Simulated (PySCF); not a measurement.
**BH2O (SMILES [BH]O) at ROCCSD(T)/STO-6G**

Aim: the energy change on altering one bond length of BH2O at ROCCSD(T)/STO-6G, from 2 runs. 

The results are computed with PySCF 2.14.0.

21 further runs of the same task are left out: 8 that didn't finish, 13 set aside as unsound or not needed.

## 1. Starting point

BH2O: 4 atoms, total charge 0, spin state doublet. As SMILES, `[BH]O`. The coordinates come from a PBE0-D4/def2-TZVP relaxation.

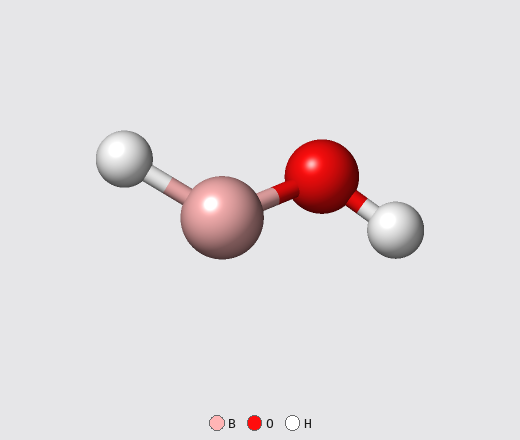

Viewed from a chosen angle; boron pink, oxygen red, hydrogen white.

## 2. The energy at ROCCSD(T)/STO-6G

run.py

```python
from pyscf import gto, scf, cc

mol = gto.M(
    atom='''
B     -0.011527    -0.917462     0.733781
O      0.226200     1.028956    -0.847731
H     -2.011047    -1.950953     1.021019
H      1.901253     1.725698    -0.945430
''',
    unit='bohr',
    charge=0,
    spin=1,
    verbose=3,
    basis='sto-6g',
    max_memory=1860,
)

calc0 = scf.ROHF(mol)
calc0.conv_tol = 1e-10
calc0.kernel()
if not calc0.converged:
    calc0 = calc0.newton().run(calc0.mo_coeff, calc0.mo_occ)

mycc = cc.CCSD(calc0, frozen=2)
mycc.kernel()
e_t = mycc.ccsd_t()
energy = mycc.e_tot + e_t
print('E = %.10f Eh' % energy)
```

The run is started by

```
$ OMP_NUM_THREADS=1 python run.py
```

What it wrote:

```text
converged SCF energy = -100.290234075948

WARN: RCCSD method does not support ROHF method. ROHF object is converted to UHF object and UCCSD method is called.

E(UCCSD) = -100.3816979563943  E_corr = -0.09146388044647653
UCCSD(T) correction = -0.00361632258739134
E = -100.3853142790 Eh
```

It took 0.95 s on 1 thread of Arm Neoverse V1, shared host; peak memory 0.12 GiB.

## 3. The distorted shape at the same level

mol.xyz

```xyz
4
BH2O
B     -0.157060    -1.721503     1.392582
O      0.119700     0.544500    -0.448600
H     -1.215160    -2.268403     1.544582
H      1.006100     0.913200    -0.500300
```

job.py

```python
from pyscf import gto, scf, cc

mol = gto.Mole()
mol.atom = 'mol.xyz'
mol.basis = 'sto-6g'
mol.verbose = 3
mol.max_memory = 1860
mol.spin = 1
mol.charge = 0
mol.build()

mf = scf.ROHF(mol)
mf.conv_tol = 1e-10
mf.kernel()
if not mf.converged:
    mf = mf.newton().run(mf.mo_coeff, mf.mo_occ)

mycc = cc.CCSD(mf, frozen=2)
mycc.kernel()
e_t = mycc.ccsd_t()
energy = mycc.e_tot + e_t
print('Final energy', energy)
```

The run is started by

```
$ OMP_NUM_THREADS=1 python job.py
```

What it wrote:

```text
converged SCF energy = -100.078192413883

WARN: RCCSD method does not support ROHF method. ROHF object is converted to UHF object and UCCSD method is called.

E(UCCSD) = -100.1597828373771  E_corr = -0.08159042349387979
UCCSD(T) correction = -7.28671465688427e-05
Final energy -100.1598557045237
```

It took 1.1 s on 1 thread of Arm Neoverse V1, shared host; peak memory 0.12 GiB.

## 4. Summary of results

At ROCCSD(T)/STO-6G, 2 core orbitals frozen:

| quantity | value |
| --- | --- |
| first shape: total energy | -100.38531 Eh |
| first shape: dipole moment (Hartree–Fock density) | 1.73 D |
| first shape: correlation energy (2 core orbitals frozen) | -95.1 mEh |
| first shape: (T) correction | -3.62 mEh |
| first shape: ⟨S²⟩ of the reference determinant | 0.750 |
| first shape: T1 diagnostic | 0.025 |
| distorted shape: total energy | -100.15986 Eh |
| distorted shape: dipole moment (Hartree–Fock density) | 0.31 D |
| distorted shape: correlation energy (2 core orbitals frozen) | -81.7 mEh |
| distorted shape: (T) correction | -0.07 mEh |
| distorted shape: ⟨S²⟩ of the reference determinant | 0.750 |
| distorted shape: T1 diagnostic | 0.013 |
| energy change with the B1–O2 bond stretched from 1.333 to 2.933 Å | 6.135 eV |

**Reading.** With the B1–O2 bond stretched from 1.333 to 2.933 Å the energy rises by 6.14 eV (592 kJ/mol). The first shape isn't relaxed at this level, so the change isn't measured from a minimum. The minimal basis adds a large error of its own. Mulliken charges (first shape) of the mean-field density run from -0.38 on O2 to +0.25 on B1; they depend strongly on the basis. The triples (first shape) make up 3.8 % of the correlation energy. The triples (distorted shape) make up 0.1 % of the correlation energy.
